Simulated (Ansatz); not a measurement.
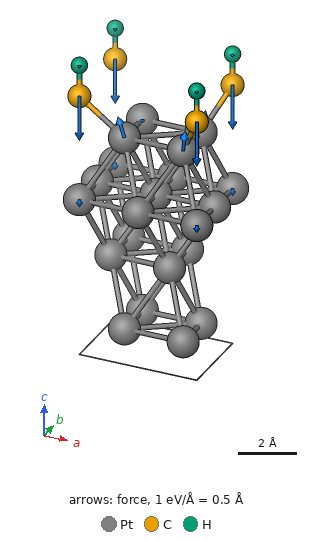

Starting geometry of a slab of composition HPt₁₆C (cut from the Fm-3m phase) with the computed forces as blue arrows. A ball-and-stick model of the cell of the calculation, outlined in the plane, without the vacuum, seen slightly off an axis.

Case: CH put at a hollow Pt-Pt-Pt site. The slab is the (1 1 1) face of Pt with CH on it. 8 atoms are held fixed.

Method: Ansatz, DFT PBE+D3(BJ), scalar-relativistic, plane waves, PAW. (plane-wave cutoff 420 eV; k-point mesh 6 × 6 × 1; occupations gaussian; smearing width 0.1 eV; no spin polarisation; dipole correction; atoms relaxed in a fixed cell; force threshold 0.03 eV/Å; at most 70 steps)

Is this structure relaxed? If not, where do the atoms go?

It isn't relaxed: the largest force vector, on the C atom, is 3.22 eV/Å. The final displacements follow the starting forces only in part (cosine between the two patterns 0.79). Over 3 accepted moves (4 points after the start) the energy falls by 0.534 eV per cell of the calculation. The largest force component goes from 3.2 to 0.012 eV/Å. 1 step only repeated the SCF at the same geometry. The largest move is that of the H atom, 0.13 Å along the normal (−c). By element the largest moves are H 0.13 Å, C 0.13 Å, Pt 0.13 Å. The cell stays as it was. Among the contacts that change: C–Pt 2.129 → 1.990 Å, Pt–Pt 2.799 → 2.904 Å, Pt–Pt 2.799 → 2.867 Å, Pt–Pt 2.799 → 2.749 Å. Bond angles that change, for instance: Pt–C–Pt 81.4° → 90.1°, Pt–C–H 131.1° → 125.2°.

Limits of the set-up: the periodic images lie only 5.6 Å apart, so the values are limited by the cell's size.
